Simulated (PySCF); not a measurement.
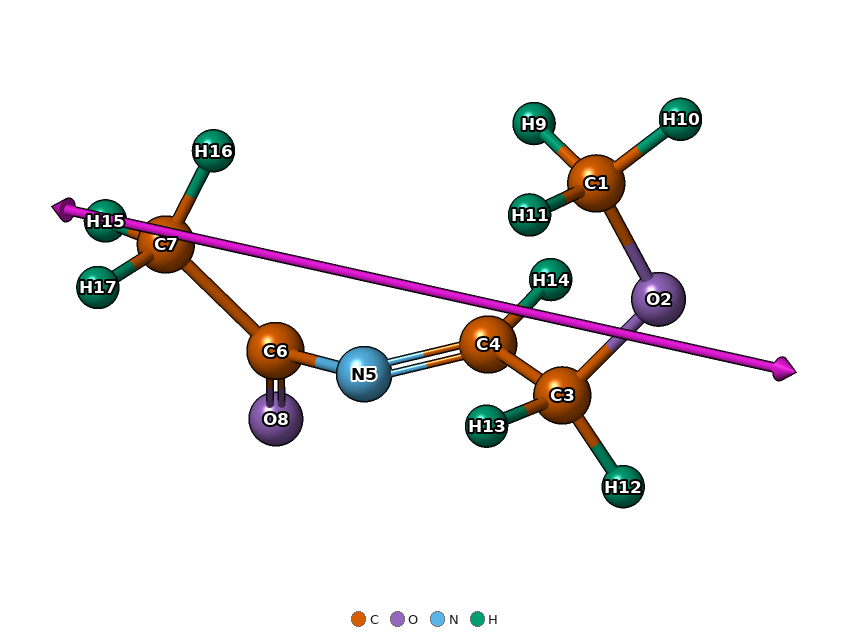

The double arrow shows the direction of the transition dipole to excited singlet state 5 (its length means nothing). Computed geometry: GFN2-xTB optimisation. No frequency run is at hand to confirm it as a minimum. Method: TDDFT B3LYP/def2-SVPD, vertical, gas phase, core orbitals frozen in the response (PySCF 2.14.0).

Where does the transition lie, and how strong is it?

Answer. 6.49 eV (191 nm), oscillator strength 0.043, of mixed character, with the largest part HOMO−1 → LUMO+1 (weight 0.39); transition dipole 1.32 D.
